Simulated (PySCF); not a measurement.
**C₃H₅NO, SMILES `C/C=N/C=O`: what the electrons do**

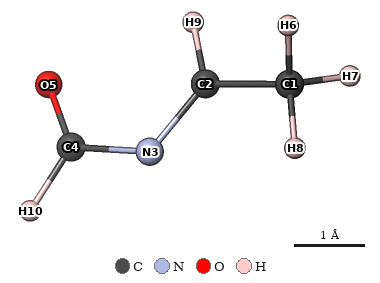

The molecule, with its atoms numbered as below. No frequency check shows the geometry to be a minimum.

Geometry (Å), atoms numbered from 1:

```
C1       2.2305    0.0781    0.0003
C2       0.7709    0.2859   -0.0007
N3      -0.0389   -0.6940    0.0006
C4      -1.4112   -0.4304   -0.0006
O5      -1.9383    0.6467    0.0007
H6       2.6649    0.5591    0.8765
H7       2.6652    0.5558   -0.8774
H8       2.4667   -0.9819    0.0024
H9       0.4194    1.3262   -0.0033
H10     -1.9780   -1.3766   -0.0022
```

### 1. Bonding charge

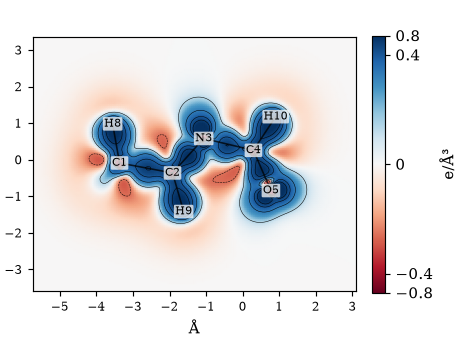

Deformation density (molecule less spherical, spin-averaged free atoms) in a plane through 8 of the atoms; colour scale in e/Å³, logarithmic beyond ±0.1; blue: gain, red: loss.

PySCF calculation, B3LYP/cc-pVTZ, gas phase; geometry: GFN2-xTB.

How much density has each bond in this plane gained at its critical point, relative to the free atoms?

Answer. C4–H10: +0.85 e/Å³ at the bond critical point (bond length 1.10 Å, Mayer order 0.9). C2–H9: +0.83 e/Å³ at the bond critical point (bond length 1.10 Å, Mayer order 0.9). C1–H8: +0.78 e/Å³ at the bond critical point (bond length 1.09 Å, Mayer order 1.0). C2–N3: +0.71 e/Å³ at the bond critical point (bond length 1.27 Å, Mayer order 1.9). C4–O5: +0.68 e/Å³ at the bond critical point (bond length 1.20 Å, Mayer order 2.1). C1–C2: +0.60 e/Å³ at the bond critical point (bond length 1.47 Å, Mayer order 1.0). N3–C4: +0.53 e/Å³ at the bond critical point (bond length 1.40 Å, Mayer order 1.1). In all, 2.4 electrons gather in the regions of gain relative to the promolecule.

Where do the Hirshfeld charges lie?

Answer. The highest Hirshfeld charge is on C4 (+0.16 e), the lowest on O5 (−0.24 e).

```csv
atom,charge (e)
C1,−0.10
C2,+0.10
N3,−0.18
C4,+0.16
O5,−0.24
H6,+0.06
H7,+0.06
H8,+0.05
H9,+0.05
H10,+0.04
```

### 2. Bond critical points

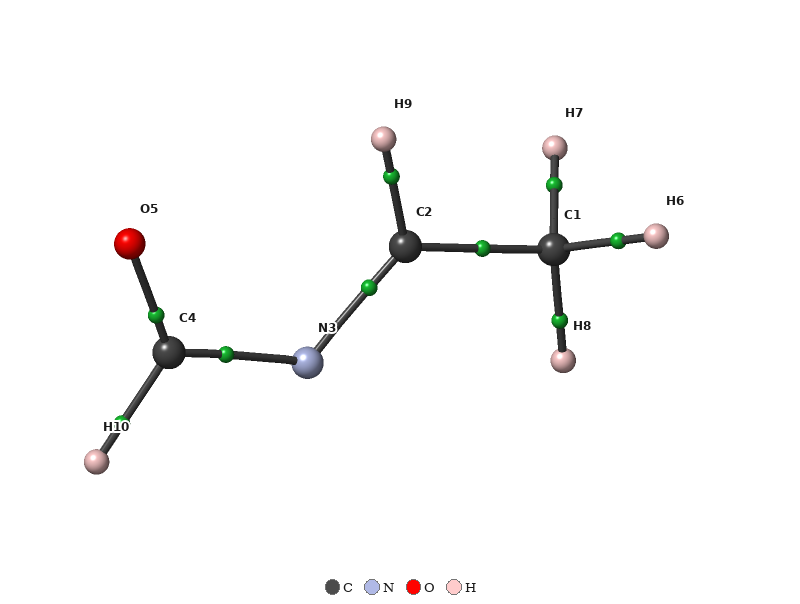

Molecular graph of the electron density (QTAIM): bond paths, bond critical points (green), ring points (magenta, if any); weak paths are dashed.

How many critical points of each kind are there, and does the count close?

Answer. 10 nuclei, 9 bond, 0 ring and 0 cage critical points: 10 − 9 + 0 − 0 = 1, as the Poincaré–Hopf relation requires.

Tabulate density, Laplacian, ellipticity and energy density at the bond critical points (atomic units).

Answer.
| bond | length (Å) | ρ (a.u.) | ∇²ρ (a.u.) | ε | H (a.u.) |
| --- | --- | --- | --- | --- | --- |
| C4–O5 | 1.199 | 0.430 | −0.20 | 0.10 | −0.761 |
| C2–N3 | 1.271 | 0.397 | −1.06 | 0.14 | −0.646 |
| N3–C4 | 1.397 | 0.316 | −1.01 | 0.03 | −0.391 |
| C4–H10 | 1.103 | 0.293 | −1.18 | 0.03 | −0.325 |
| C2–H9 | 1.098 | 0.291 | −1.16 | 0.00 | −0.323 |
| C1–H8 | 1.086 | 0.290 | −1.14 | 0.01 | −0.328 |
| C1–H7 (2 alike) | 1.090 | 0.283 | −1.08 | 0.01 | −0.318 |
| C1–C2 | 1.474 | 0.279 | −0.82 | 0.04 | −0.275 |

What kind of interaction is C1–H8?

Answer. Shared-shell (covalent): ρ = 0.290, ∇²ρ = −1.14, H = −0.328 a.u.

### 3. Local ionisation energy

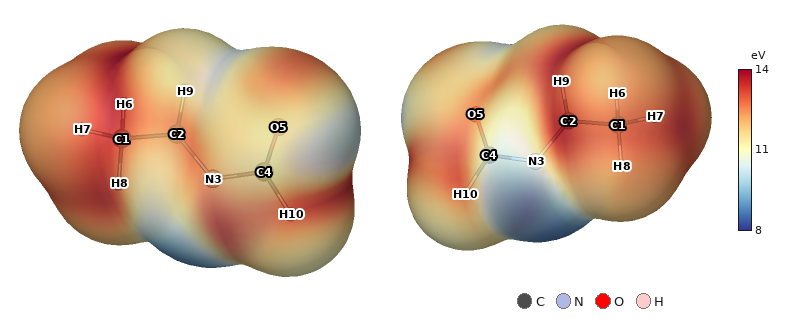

Average local ionisation energy on the surface of electron density 0.001 a.u. (back view left, front view right).

Where are the most loosely bound electrons on this surface?

Answer. The lowest value is 8.5 eV, 2.0 Å from N3. Further minima include 10.0 eV, 1.8 Å from O5; 10.3 eV, 1.7 Å from H9; 10.9 eV, 1.4 Å from H10. For comparison, the highest occupied orbital lies at −7.3 eV.

### 4. In an electric field

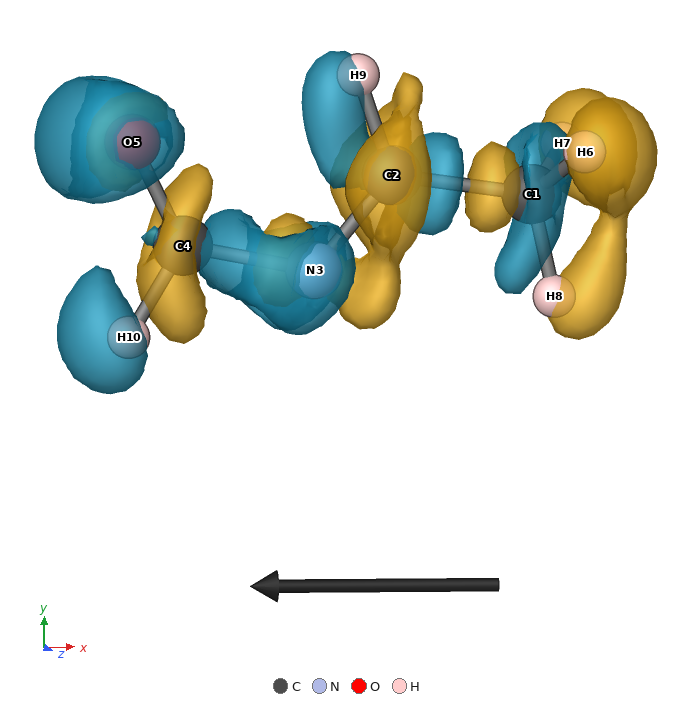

Change of the electron density in a uniform field of 0.51 V/Å along −x (arrow), surfaces at ±0.006 e/Å³ (yellow: gain, teal: loss).

Computed with PySCF, B3LYP/6-311G**, geometry: GFN2-xTB. A basis without diffuse functions makes polarisabilities too small.

What dipole is induced, and what polarisability does it imply?

Answer. The induced dipole is 1.54 D (along the field); α along this axis, from the fields in both directions, is 61 bohr³ (9.0 Å³).

Which atoms gain and lose the most charge?

Answer. Electrons gather most on H6 and H7 alike (Hirshfeld charge changes by −0.016 e) and leave O5 most (+0.033 e); 0.128 electrons are displaced in all.

### 5. Removing or adding an electron

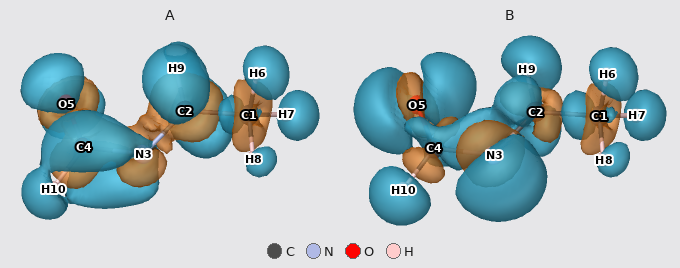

The two Fukui functions at ±0.02 e/Å³ (light blue positive, orange negative).

PySCF calculation, B3LYP/6-311+G**, gas phase; geometry: GFN2-xTB.

Which panel is f⁻ (electron removed) and which f⁺ (electron added)?

Answer. A is f⁺, B is f⁻. f⁻ (Hirshfeld-condensed) is largest on O5 (0.25) and N3 (0.21); the vertical ionisation energy is 9.87 eV (the stability of the cation's solution wasn't checked). f⁺ (Hirshfeld-condensed) is largest on C2 (0.18), C4 (0.17) and O5 (0.17); the vertical electron affinity is 0.23 eV (the stability of the anion's solution wasn't checked; the anion's highest orbital has positive energy, so this value and f⁺ depend on the basis).

What chemical potential and hardness follow from the two energies?

Answer. μ = −(I + A)/2 = −5.05 eV and η = I − A = 9.63 eV.

### 6. Localised orbitals

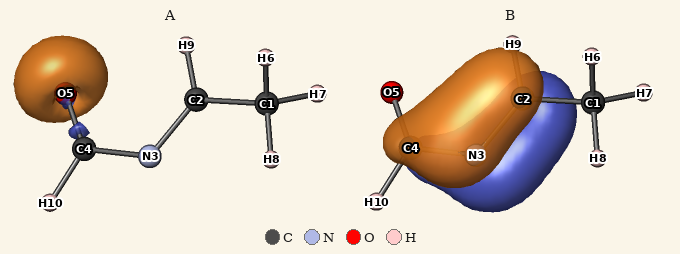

Intrinsic bond orbitals (IBO), occupied; each surface holds about 80 % of the orbital's density. Energies are diagonal elements of the Fock matrix.

Computed with PySCF, TPSSh/aug-cc-pVDZ, geometry: GFN2-xTB.

Name the orbitals, with their atomic make-up and energies.

Answer. By panel:
- A: lone pair on O5 (sp0.8-type) (O5 100 %; −15.1 eV)
- B: π bond N3–C2 (N3 58 %, C2 34 %, C4 7 %; −9.8 eV)

How do all the valence pairs divide up?

Answer. 14 pairs: 9 σ bonds, 3 lone pairs and 2 two-centre π bonds.
